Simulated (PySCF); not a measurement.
Input

```
{"job": {"kind": "nmr", "xc": "PBE0", "basis": "pcSseg-1"}, "charge": 1, "multiplicity": 1}
F     -0.987196     2.583493    -1.794787
C     -0.683013     1.715377    -0.889187
C     -1.066086     0.664159    -0.173017
Si    -2.628111    -0.435771     0.127396
P      0.651319     1.165075     0.169125
C      1.955662    -0.033398    -0.249616
P      1.903548    -1.339732     1.143259
H     -3.408484    -0.257295    -1.087736
H     -3.184860     0.144206     1.343143
H     -2.053413    -1.765796     0.305845
H      0.774808     1.699248     1.436063
H      2.918160     0.488301    -0.227857
H      1.789174    -0.431913    -1.253156
H      3.014532    -2.025508     0.660125
H      0.999545    -2.162457     0.468488
```

Launched as:

```sh
OMP_NUM_THREADS=1 python probes_run.py task.json out
```

Geometry: GFN2-xTB.

Method: PBE0/pcSseg-1, SCF density, gas phase, non-relativistic in PySCF 2.14.0.

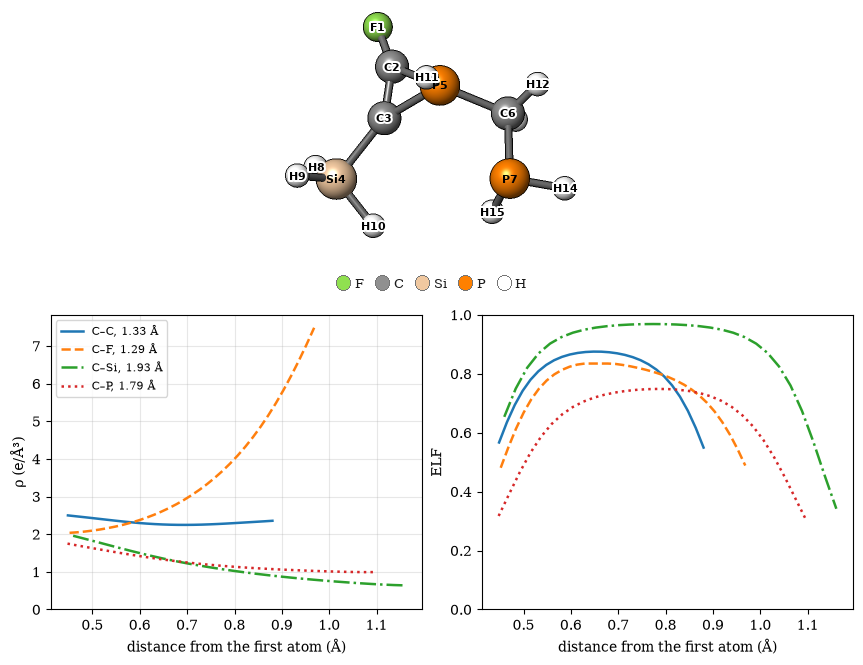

C3H8FP2Si (charge +1). Electron density and electron localisation function along straight lines between neighbouring atoms. The curves leave out the atomic cores. The structure is drawn too.

Compare the contacts.

C–C (1.33 Å): ρ at the midpoint is about 2.3 e/Å³; the ELF peaks at about 0.90 between the atoms: a multiple bond.
C–F (1.29 Å): ρ at the midpoint is about 2.6 e/Å³; the ELF peaks at about 0.85 between the atoms: a polar covalent bond.
C–Si (1.93 Å): the density is about 0.79 e/Å³ at the midpoint; the ELF peaks at about 0.95 between the atoms; a shared electron pair.
C–P (1.79 Å): the density is about 1.1 e/Å³ at the midpoint; the ELF peaks at about 0.75 between the atoms.
